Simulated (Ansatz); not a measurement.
**TiO2: a relaxation, part 1 of 2**

The task: find the equilibrium cell of TiO2.

Computed with Ansatz 0.2.0 (DFT r2SCAN, scalar-relativistic, plane waves, PAW, unless a step's input says otherwise).

## (1) Starting point

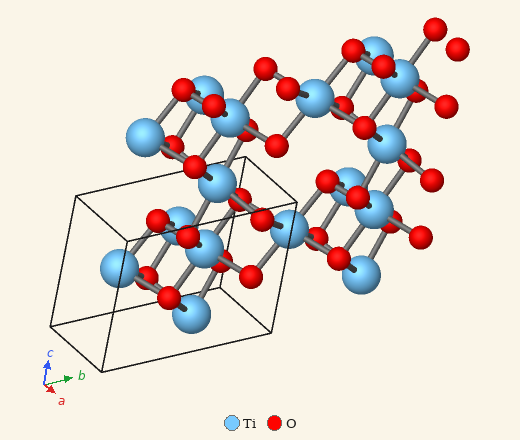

The starting structure, seen slightly off an axis (titanium blue, oxygen red). 1×2×2 cells are drawn.

Coordinates:

```cif
data_structure
_symmetry_space_group_name_H-M 'P 1'
_symmetry_Int_Tables_number 1
_cell_length_a 5.9668
_cell_length_b 5.9668
_cell_length_c 5.9668
_cell_angle_alpha 60.000
_cell_angle_beta 60.000
_cell_angle_gamma 60.000
_cell_volume 150.21
loop_
_atom_site_label
_atom_site_type_symbol
_atom_site_fract_x
_atom_site_fract_y
_atom_site_fract_z
_atom_site_occupancy
Ti1 Ti 0.62500 0.62500 0.12500 1
Ti2 Ti 0.12500 0.62500 0.62500 1
Ti3 Ti 0.62500 0.12500 0.62500 1
Ti4 Ti 0.62500 0.62500 0.62500 1
O1 O 0.39080 0.39080 0.39080 1
O2 O 0.39080 0.82760 0.39080 1
O3 O 0.39080 0.39080 0.82760 1
O4 O 0.82760 0.39080 0.39080 1
O5 O 0.85920 0.85920 0.42240 1
O6 O 0.42240 0.85920 0.85920 1
O7 O 0.85920 0.42240 0.85920 1
O8 O 0.85920 0.85920 0.85920 1
```

Source of the structure: the Materials Project (structure only).

## (2) A first look at the start

File input.yaml:

```yaml
crystal:
  lattice:
    - [0.0, 4.219175, 4.219175]
    - [4.219175, 0.0, 4.219175]
    - [4.219175, 4.219175, 0.0]
  atoms:
    - { symbol: Ti, position: [0.625, 0.625, 0.125], spin: 1.0 }
    - { symbol: Ti, position: [0.125, 0.625, 0.625], spin: 1.0 }
    - { symbol: Ti, position: [0.625, 0.125, 0.625], spin: 1.0 }
    - { symbol: Ti, position: [0.625, 0.625, 0.625], spin: 1.0 }
    - { symbol: O, position: [0.390799, 0.390799, 0.390799] }
    - { symbol: O, position: [0.390799, 0.827603, 0.390799] }
    - { symbol: O, position: [0.390799, 0.390799, 0.827603] }
    - { symbol: O, position: [0.827603, 0.390799, 0.390799] }
    - { symbol: O, position: [0.859201, 0.859201, 0.422397] }
    - { symbol: O, position: [0.422397, 0.859201, 0.859201] }
    - { symbol: O, position: [0.859201, 0.422397, 0.859201] }
    - { symbol: O, position: [0.859201, 0.859201, 0.859201] }
basis:
  ecutwfc: 500
kpoints:
  mp_grid: { grid: [4, 4, 4] }
hamiltonian:
  xc: r2scan
scf:
  occupations: { method: gaussian, width: 0.1 }
  lower_state_search: "off"
output:
  forces: true
  stress: true
  eigenvalues: true
  populations: true
magnetization:
  spin_polarized: true
```

Command:

```bash
$ ansatz run input.yaml --threads 2 --pin off --max-ram 5120MiB --backend cpu --events-out ev --progress --plain --runs-dir out
```

The log of the run:

```text
[... 58 lines left out ...]
SCF 1 converged in 19 iterations: F = -14582.873492 eV  dr2 = 3.06e-12
this state was not tested for a lower state beside it, because the mixer in use, unlike msr1, does not test its closes by its own steps (another_mixer; see scf.mixing.algorithm and scf.lower_state_search)
SCF converged after 19 iterations
Magnetization: 0.0000 μB (48.0000 up, 48.0000 down)
Absolute magnetization: 0.0000 μB (∫|ρ↑−ρ↓|, with the PAW one-centre terms)
Spin contamination: 0.0000 ħ² per cell (⟨S²⟩ above its minimum at these occupations)
Per-site moments (μB) at R_I (Å): [(-7.93845803189178e-8, 0.8189127877850115), (-7.938458039391266e-8, 0.8189127877850115), (-7.938458021771978e-8, 0.8189127877850115), (-7.938458039334254e-8, 0.8189127877850118), (1.360268753805069e-7, 0.8189127877850118), (1.3602687525180664e-7, 0.8189127877850118), (1.3602687504889204e-7, 0.8189127877850118), (1.3602687524519346e-7, 0.8189127877850118), (1.3602687535579405e-7, 0.8189127877850115), (1.3602687519015196e-7, 0.8189127877850115), (1.3602687507902063e-7, 0.8189127877850115), (1.3602687503071548e-7, 0.818912787785012)]
Free energy (F): -14582.873492 eV
Harris-Foulkes:  -14582.873492 eV  (|F-HF|=5.46e-12)
Internal energy: -14582.873492 eV  (E = F + TS)
E sigma→0 (E₀):  -14582.873492 eV
Fermi energy:    6.321768 eV
--- Per-component energies (eV) ---
  E_band       = -1158.551487
  E_kinetic    = 2493.276319
  E_local      = -8712.714763  (includes V_loc(G=0)·N_el)
  E_nonlocal   = 384.534325
  E_hartree    = 3481.376141
  E_xc         = -963.304087
  E_vxc        = -1384.783333  (∫ρ·V_xc dr)
  E_paw        = -5493.168931  (= ΣΔE_a)
  E_vpaw       = -994.294627  (= ΣTr[D̂ρ^β])
  E_aug_tail   = 0.008725  (compensation charges beyond the density's cutoff)
  E_vtau       = 92.669716  (kinetic-family band-sum trace: ∫τ·v_τ [+ j·A + Jᵃ·Aᵃ] dr)
  E_ewald      = -5771.611865
  E_core_change = -1.269356  (= ΣΔE_core)
  E_smearing   = -0.000000  (= −TS)
  E_closure    = -0.000000  (closes the sum)
  Σ components = -14582.873492   (vs F -14582.873492, Δ=0.00e0)
--- Forces (eV/Å), atoms counted from 1 ---
  atom   1  Ti     0.00000000    -0.00000000     0.00000000
  atom   2  Ti     0.00000000    -0.00000000    -0.00000000
  atom   3  Ti     0.00000000    -0.00000000     0.00000000
  atom   4  Ti     0.00000000    -0.00000000     0.00000000
  atom   5  O      0.24159172     0.24159172     0.24159172
  atom   6  O     -0.24159172     0.24159172    -0.24159172
  atom   7  O     -0.24159172    -0.24159172     0.24159172
  atom   8  O      0.24159172    -0.24159172    -0.24159172
  atom   9  O      0.24159172     0.24159172    -0.24159172
  atom  10  O     -0.24159172     0.24159172     0.24159172
  atom  11  O      0.24159172    -0.24159172     0.24159172
  atom  12  O     -0.24159172    -0.24159172    -0.24159172
  max |Σ_I F_I| component: 2.78e-16 eV/Å
--- Stress (GPa, compression-positive) ---
       -5.449983      -0.000000       0.000000
       -0.000000      -5.449983      -0.000000
        0.000000       0.000000      -5.449983
  P = ⅓ Tr σ = -5.4500 GPa (-54.500 kbar)
--- Band table (eV; the first three rows and the last of 16) ---
  k-point 0 ↑: bands = ["-53.3745", "-53.3030", "-53.3030", "-53.3030", "-29.0003", "-28.7111", "-28.7111", "-28.7111", "-28.5339", "-28.5339", "-28.3722", "-28.3722", "-28.3722", "-28.3043", "-28.3043", "-28.3043", "-13.2103", "-12.2753", "-12.2753", "-12.2753", "-11.6789", "-11.4650", "-11.4650", "-11.4650", "0.3813", "0.9988", "0.9988", "0.9988", "1.4806", "1.4806", "2.4391", "2.4391", "2.4411", "2.4411", "2.4411", "2.6359", "3.8522", "3.8522", "3.8522", "4.1780", "4.1780", "4.1780", "4.3481", "4.3481", "4.3481", "5.2303", "5.2303", "5.2303", "7.3963", "7.3963", "8.8911", "8.8911", "8.8911", "9.3897", "9.3897", "9.3897", "9.5060", "9.5060", "9.5060", "9.5324", "11.9297", "11.9297"]
  k-point 1 ↑: bands = ["-53.3671", "-53.3105", "-53.3030", "-53.3030", "-28.9437", "-28.6901", "-28.6797", "-28.6797", "-28.5284", "-28.5284", "-28.4042", "-28.4042", "-28.3897", "-28.3721", "-28.3113", "-28.3113", "-13.0565", "-12.2631", "-12.1823", "-12.1823", "-11.8229", "-11.5636", "-11.5636", "-11.5092", "0.6695", "1.2223", "1.2223", "1.3840", "1.5423", "1.5423", "2.2096", "2.2096", "2.3627", "2.4856", "2.5084", "2.5084", "3.6286", "3.6286", "3.6324", "3.8799", "3.9896", "3.9896", "4.4371", "4.4371", "4.4744", "4.7430", "5.2350", "5.2350", "7.7590", "7.7590", "8.9696", "8.9696", "9.0697", "9.3346", "9.3346", "9.3891", "9.4633", "9.4673", "9.4673", "9.6402", "11.8190", "11.8190"]
  k-point 2 ↑: bands = ["-53.3567", "-53.3210", "-53.3030", "-53.3030", "-28.8821", "-28.6414", "-28.6414", "-28.5903", "-28.5590", "-28.5054", "-28.5054", "-28.4638", "-28.4638", "-28.3721", "-28.3151", "-28.3151", "-12.8505", "-12.1596", "-12.1362", "-12.0413", "-12.0413", "-11.7100", "-11.7100", "-11.5272", "1.1103", "1.5007", "1.5007", "1.6694", "1.6694", "1.9623", "1.9623", "2.0776", "2.1218", "2.2920", "2.8170", "2.8170", "2.8801", "2.8801", "2.9478", "3.8286", "3.9675", "3.9675", "4.2814", "4.5886", "4.5886", "4.5942", "5.2365", "5.2365", "8.1136", "8.1136", "9.1009", "9.1009", "9.1675", "9.1675", "9.3005", "9.3232", "9.3884", "9.4681", "9.4681", "9.7488", "11.7119", "11.7119"]
  k-point 7 ↓: bands = ["-53.3389", "-53.3389", "-53.3030", "-53.3030", "-28.7415", "-28.7415", "-28.5962", "-28.5962", "-28.5295", "-28.5295", "-28.4992", "-28.4992", "-28.4164", "-28.4164", "-28.3487", "-28.3487", "-12.5047", "-12.5047", "-11.9879", "-11.9879", "-11.8373", "-11.8373", "-11.7685", "-11.7685", "1.5457", "1.5457", "1.6248", "1.6248", "1.9078", "1.9078", "2.0130", "2.0130", "2.2173", "2.2173", "2.6835", "2.6835", "2.9155", "2.9155", "3.1993", "3.1993", "3.9271", "3.9271", "4.3599", "4.3599", "4.7510", "4.7510", "4.8199", "4.8199", "8.6727", "8.6727", "8.7443", "8.7443", "9.1978", "9.1978", "9.3792", "9.3792", "9.5613", "9.5613", "9.6153", "9.6153", "11.4620", "11.4620"]
--- Löwdin populations: 12 sites ---
  site symbol       q [e]    m [muB]
     0     Ti     10.5797    -0.0000
     1     Ti     10.5797    -0.0000
     2     Ti     10.5797    -0.0000
     3     Ti     10.5797    -0.0000
     4      O      6.6617     0.0000
     5      O      6.6617     0.0000
     6      O      6.6617     0.0000
     7      O      6.6617     0.0000
     8      O      6.6617     0.0000
     9      O      6.6617     0.0000
    10      O      6.6617     0.0000
    11      O      6.6617     0.0000
  spilling = 0.004036 (of n_electrons = 96.000000)
```

Wall time 26 s (2 threads of AMD EPYC 7R43 (Zen 3), shared host); peak memory 0.99 GiB.

Site by site:

| atom | Löwdin electrons |
| --- | --- |
| Ti1 | 10.58 |
| Ti2 | 10.58 |
| Ti3 | 10.58 |
| Ti4 | 10.58 |
| O5 | 6.66 |
| O6 | 6.66 |
| O7 | 6.66 |
| O8 | 6.66 |
| O9 | 6.66 |
| O10 | 6.66 |
| O11 | 6.66 |
| O12 | 6.66 |

The Löwdin counts miss 0.39 of the 96 electrons, which the atomic orbitals do not span, so they are no charges.

Read-out: pressure -5.4 GPa, largest force 0.42 eV/Å, gap on this mesh 2.16 eV. The gap decides the next run's mesh: 6×6×6 points and a smearing of 0.02 eV.

(Continued in part 2 of 2.)
